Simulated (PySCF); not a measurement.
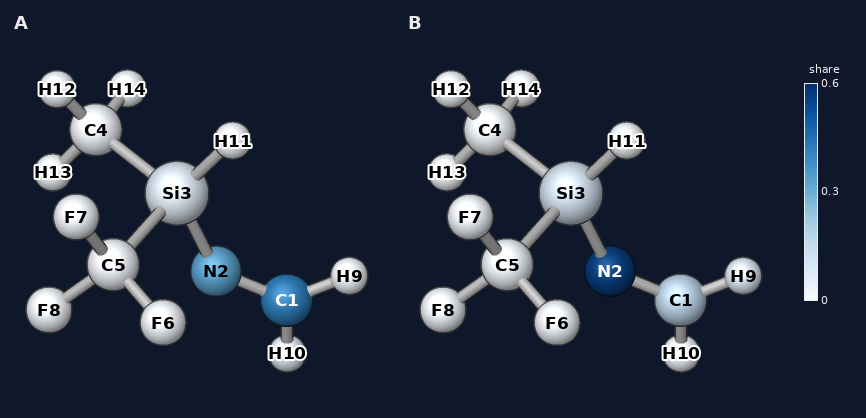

Each panel colours the atoms by their Löwdin share in one orbital (up to four of the largest shares; other atoms are shown as zero). The computed structure is the end point of a GFN2-xTB optimisation. No frequency run is at hand to confirm it as a minimum. Method: ωB97X-D/def2-SVPD (PySCF 2.14.0).

**The panels show the HOMO, LUMO, in some order. Which is which?**

A: LUMO, 0.48 eV; C1 0.42, N2 0.32, Si3 0.06, H10 0.06
B: HOMO, −9.33 eV; N2 0.57, C1 0.16, Si3 0.10, H9 0.06

The geometry is semi-empirical. Around Si such bond lengths and angles can be off by a tenth of an ångström or more and by several degrees, and values that hang on the shape move with them.
